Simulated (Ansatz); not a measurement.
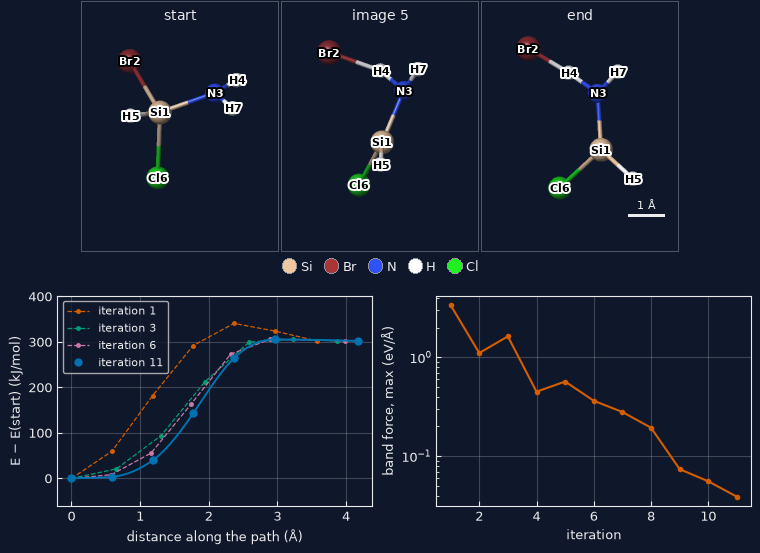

A search for the minimum-energy path of SiNH$_{3}$BrCl by the nudged elastic band. Images are numbered from 0 (start) to 6 (end). The plot follows the band through its iterations. Style: ball-and-stick. Shown from a free direction.

Method: RKS PBE0-D4/def2-SVP (Ansatz). Run with 5 movable images; climbing image.

**Judge this run.**

The run is converged, with reservations. The band converged in 11 iterations. The largest component of the band force went from 3.4 to 0.039 eV/Å. The climbing image converged on the top of the path. Its curvatures weren't checked. The largest force component is 0.33 eV/Å at the start and 0.41 eV/Å at the end; an end with forces this large is no minimum, and the barrier measured from it can be far off. The first iteration put the highest image at 340.8 kJ/mol. Forward barrier 305.5 kJ/mol, backward barrier 3.1 kJ/mol, with image 5 at the top; the reaction energy is +302.4 kJ/mol.

The run took 100 s on 4 threads of Arm Neoverse V2, on a shared host.
